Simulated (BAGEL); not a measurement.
# AlSi2H5O (SMILES [SiH3][Al]1[O][SiH2]1): B3LYP/6-31G(d) (density fitting with qzvpp-jkfit, spherical functions)

What is the energy change on altering one bond length of AlSi2H5O at B3LYP/6-31G* (density fitting with qzvpp-jkfit, spherical functions)? 

Program for the calculation: BAGEL 1.2.2.

**1. Starting point**

AlSi2H5O has 9 atoms, charge 0, and is taken as a singlet. SMILES: `[SiH3][Al]1[O][SiH2]1`. The shape is that of a PBE0-D4/def2-TZVP optimisation.

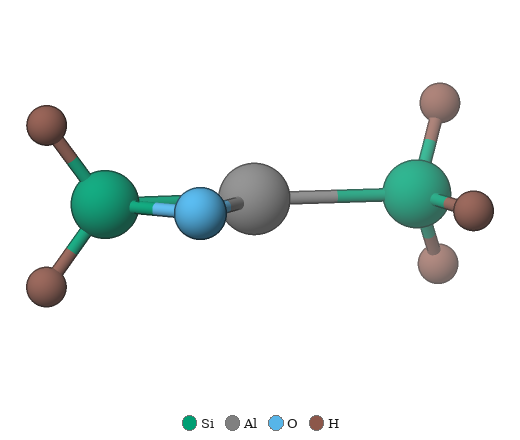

Viewed from a chosen angle; silicon teal, aluminium grey, oxygen blue, hydrogen brown.

**2. The energy at B3LYP/6-31G(d) (density fitting with qzvpp-jkfit, spherical functions)**

input.json

```json
{ "bagel": [

{
  "title": "molecule",
  "basis": "6-31gs.json",
  "df_basis": "qzvpp-jkfit",
  "angstrom": true,
  "geometry": [
    { "atom": "Si", "xyz": [   -0.652900,    1.717100,   -1.334700 ] },
    { "atom": "Al", "xyz": [   -0.124900,   -0.148900,    0.162800 ] },
    { "atom": "O", "xyz": [    1.392700,   -0.965300,    0.434300 ] },
    { "atom": "Si", "xyz": [    0.478600,   -1.877700,    1.520900 ] },
    { "atom": "H", "xyz": [   -1.763800,    1.326700,   -2.244900 ] },
    { "atom": "H", "xyz": [   -1.100100,    2.886400,   -0.529300 ] },
    { "atom": "H", "xyz": [    0.526500,    2.112800,   -2.150200 ] },
    { "atom": "H", "xyz": [    0.403300,   -3.327600,    1.187000 ] },
    { "atom": "H", "xyz": [    0.929000,   -1.770000,    2.936900 ] }
  ]
},
{
  "title": "ks",
  "xc_func": "b3lyp"
},
{
  "title": "print",
  "file": "orbitals.molden",
  "orbitals": true
}

]}
```

The basis set 6-31G* is read from a file made from the Basis Set Exchange's data (not shown).

The run is started by

```
BAGEL_NUM_THREADS=1 BAGEL input.json > input.out
```

Standard output:

```text
* using 1 threads per process

  ===============================================================
  ===============================================================

  *** Geometry ***

  { "atom" : "Si", "xyz" : [     -1.233802,      3.244849,     -2.522217 ] },
  { "atom" : "Al", "xyz" : [     -0.236027,     -0.281380,      0.307647 ] },
  { "atom" : "O", "xyz" : [      2.631822,     -1.824153,      0.820708 ] },
  { "atom" : "Si", "xyz" : [      0.904423,     -3.548339,      2.874084 ] },
  { "atom" : "H", "xyz" : [     -3.333099,      2.507100,     -4.242246 ] },
  { "atom" : "H", "xyz" : [     -2.078888,      5.454505,     -1.000232 ] },
  { "atom" : "H", "xyz" : [      0.994941,      3.992613,     -4.063289 ] },
  { "atom" : "H", "xyz" : [      0.762127,     -6.288253,      2.243105 ] },
  { "atom" : "H", "xyz" : [      1.755556,     -3.344815,      5.549937 ] },

  Number of auxiliary basis functions:      551

  Since a DF basis is specified, we compute 2- and 3-index integrals:
    o Being stored without compression. Storage requirement is 0.027 GB

  Number of basis functions:       78
  Number of electrons      :       54

    * METHOD: MOLECULE                             0.28

  *** Kohn-Sham DFT ***

    * Removing 15397 points whose weight is below 1.00e-10
    * Grid points: 118757

  === Nuclear Repulsion ===
   235.0134388000

       - DIIS with orbital gradients will be used.

  === KS iteration (b3lyp / 6-31gs.json) ===
      0       -868.88122871          0.12052722           0.39
      1       -850.96249396          0.10200750           0.36
      2       -715.02101930          0.21444884           0.36
      3       -875.30436786          0.10625154           0.36
      4       -890.00691982          0.07549003           0.37
      5       -899.24892755          0.02425659           0.36
      6       -899.41658880          0.02336085           0.36
      7       -899.63925598          0.00573102           0.36
      8       -899.66473780          0.00157034           0.36
      9       -899.66638196          0.00037440           0.36
     10       -899.66650932          0.00011020           0.36
     11       -899.66651707          0.00002608           0.36
     12       -899.66651744          0.00000639           0.36
     13       -899.66651747          0.00000134           0.36
     14       -899.66651747          0.00000056           0.35
     15       -899.66651747          0.00000014           0.35
     16       -899.66651747          0.00000011           0.35
     17       -899.66651747          0.00000002           0.35
     18       -899.66651747          0.00000001           0.35
    * SCF iteration converged.

    * Permanent dipole moment:
           (    0.632946,    -0.376444,     0.147152) a.u.

    * METHOD: KS                                   7.36

    * METHOD: PRINT                                0.01

  ===============================================================
```

Run time: 7.8 s. Hardware: 1 thread of Arm Neoverse V2, shared host; peak memory 0.47 GiB.

**3. The distorted shape at the same level**

calc.json

```json
{ "bagel": [

{
  "title": "molecule",
  "basis": "6-31gs.json",
  "df_basis": "qzvpp-jkfit",
  "angstrom": true,
  "geometry": [
    { "atom": "Si", "xyz": [      -0.562538,       3.457018,      -0.934011 ] },
    { "atom": "Al", "xyz": [      -0.034538,       1.591018,       0.563489 ] },
    { "atom": "O", "xyz": [       1.483062,       0.774618,       0.834989 ] },
    { "atom": "Si", "xyz": [       0.568962,      -0.137782,       1.921589 ] },
    { "atom": "H", "xyz": [      -1.673438,       3.066618,      -1.844211 ] },
    { "atom": "H", "xyz": [      -1.009738,       4.626318,      -0.128611 ] },
    { "atom": "H", "xyz": [       0.616862,       3.852718,      -1.749511 ] },
    { "atom": "H", "xyz": [       0.403300,      -3.327600,       1.187000 ] },
    { "atom": "H", "xyz": [       1.019362,      -0.030082,       3.337589 ] }
  ]
},

{ "title": "ks", "xc_func": "b3lyp" },

{ "title": "print", "file": "orbitals.molden", "orbitals": true }

]}
```

The basis set 6-31G* is read from a file made from the Basis Set Exchange's data (not shown).

The run is started by

```
BAGEL_NUM_THREADS=1 BAGEL calc.json > calc.out
```

Standard output:

```text
* using 1 threads per process

  ===============================================================
  ===============================================================

  *** Geometry ***

  { "atom" : "Si", "xyz" : [     -1.063043,      6.532817,     -1.765025 ] },
  { "atom" : "Al", "xyz" : [     -0.065267,      3.006588,      1.064840 ] },
  { "atom" : "O", "xyz" : [      2.802581,      1.463816,      1.577901 ] },
  { "atom" : "Si", "xyz" : [      1.075182,     -0.260370,      3.631277 ] },
  { "atom" : "H", "xyz" : [     -3.162340,      5.795068,     -3.485054 ] },
  { "atom" : "H", "xyz" : [     -1.908128,      8.742474,     -0.243040 ] },
  { "atom" : "H", "xyz" : [      1.165700,      7.280582,     -3.306097 ] },
  { "atom" : "H", "xyz" : [      0.762127,     -6.288253,      2.243105 ] },
  { "atom" : "H", "xyz" : [      1.926315,     -0.056847,      6.307129 ] },

  Number of auxiliary basis functions:      551

  Since a DF basis is specified, we compute 2- and 3-index integrals:
    o Being stored without compression. Storage requirement is 0.027 GB

  Number of basis functions:       78
  Number of electrons      :       54

    * METHOD: MOLECULE                             0.28

  *** Kohn-Sham DFT ***

    * Removing 14464 points whose weight is below 1.00e-10
    * Grid points: 119690

  === Nuclear Repulsion ===
   230.6671584518

       - DIIS with orbital gradients will be used.

  === KS iteration (b3lyp / 6-31gs.json) ===
      0       -868.75596312          0.11965497           0.40
      1       -849.55095151          0.10122570           0.36
      2       -713.99428686          0.20340268           0.36
      3       -874.53868614          0.10833896           0.36
      4       -888.46855136          0.07739968           0.36
      5       -897.01454907          0.04626847           0.37
      6       -898.14994720          0.02978252           0.37
      7       -896.72823426          0.07631386           0.36
      8       -899.18958493          0.01692919           0.35
      9       -899.25068496          0.01115780           0.35
     10       -899.38617080          0.00783101           0.35
     11       -899.51238575          0.00230061           0.35
     12       -899.51197998          0.00237487           0.36
     13       -899.50749451          0.00291691           0.36
     14       -899.50868065          0.00271459           0.36
     15       -899.50615927          0.00338250           0.37
     16       -899.51731835          0.00019844           0.36
     17       -899.51735141          0.00006867           0.36
     18       -899.51735627          0.00002058           0.36
     19       -899.51735653          0.00001057           0.36
     20       -899.51735663          0.00000188           0.36
     21       -899.51735663          0.00000135           0.35
     22       -899.51735663          0.00000097           0.36
     23       -899.51735663          0.00000032           0.35
     24       -899.51735663          0.00000023           0.36
     25       -899.51735663          0.00000005           0.35
     26       -899.51735663          0.00000005           0.35
     27       -899.51735663          0.00000001           0.36
    * SCF iteration converged.

    * Permanent dipole moment:
           (    0.643871,    -1.874004,     0.161476) a.u.

    * METHOD: KS                                  10.60

    * METHOD: PRINT                                0.01

  ===============================================================
```

Run time: 11 s. Hardware: 1 thread of Arm Neoverse V2, shared host; peak memory 0.47 GiB.

**4. Outcome**

At B3LYP/6-31G* (density fitting with qzvpp-jkfit, spherical functions):

| quantity | value |
| --- | --- |
| first shape: total energy | -899.66652 Eh |
| first shape: dipole moment | 1.91 D |
| first shape: HOMO energy | -5.86 eV |
| first shape: LUMO energy | -1.75 eV |
| first shape: HOMO–LUMO gap | 4.11 eV |
| distorted shape: total energy | -899.51736 Eh |
| distorted shape: dipole moment | 5.05 D |
| distorted shape: HOMO energy | -5.47 eV |
| distorted shape: LUMO energy | -3.37 eV |
| distorted shape: HOMO–LUMO gap | 2.10 eV |
| energy change with the Si4–H8 bond stretched from 1.490 to 3.277 Å | 4.059 eV |

**Reading.** With the Si4–H8 bond stretched from 1.490 to 3.277 Å the energy rises by 4.06 eV (392 kJ/mol). The first shape isn't relaxed at this level, so the change isn't measured from a minimum. A restricted reference can't describe the breaking bond well at this length.
